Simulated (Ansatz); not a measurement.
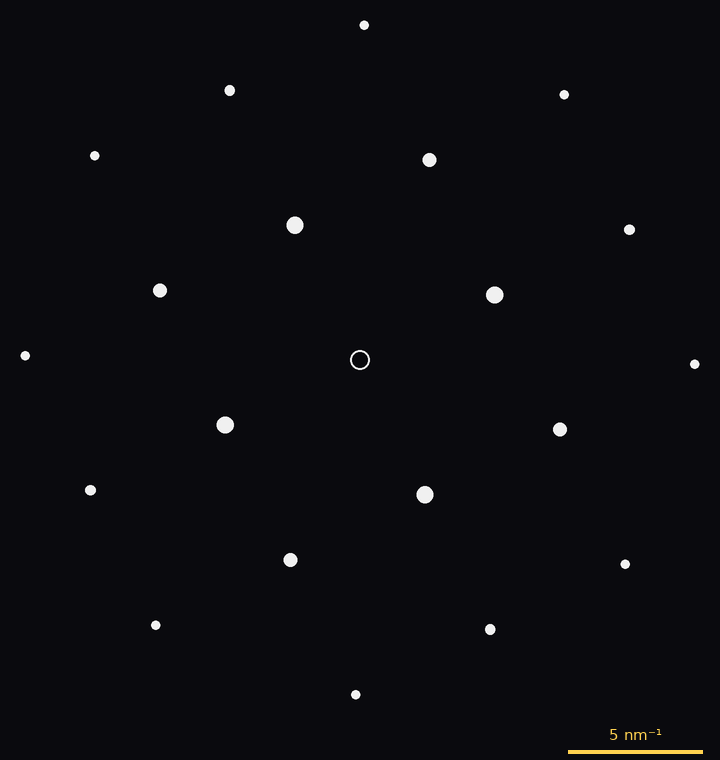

Simulated selected-area electron diffraction pattern (120 kV, kinematic approximation, thin crystal, B = 1 Å² for all atoms).

> Describe the geometry of this pattern.

The spots form a square net with both shortest vectors at d = 1.78 Å, 90.0° apart.

> What is the point symmetry of the pattern, intensities included?

4mm. A zero-layer kinematic pattern is always centrosymmetric (Friedel's law). A fourfold pattern needs a tetragonal or cubic crystal seen along a 4 or -4 axis.

> Which crystal and zone produced it?

This cannot be fixed from one zone alone; the pattern is [001] of Cu, space group Fm-3m (No. 225), a = 3.56 Å. The net vectors are 2 0 0 and 0 2 0. Structure: the input geometry of an electronic-structure calculation (not necessarily at equilibrium).
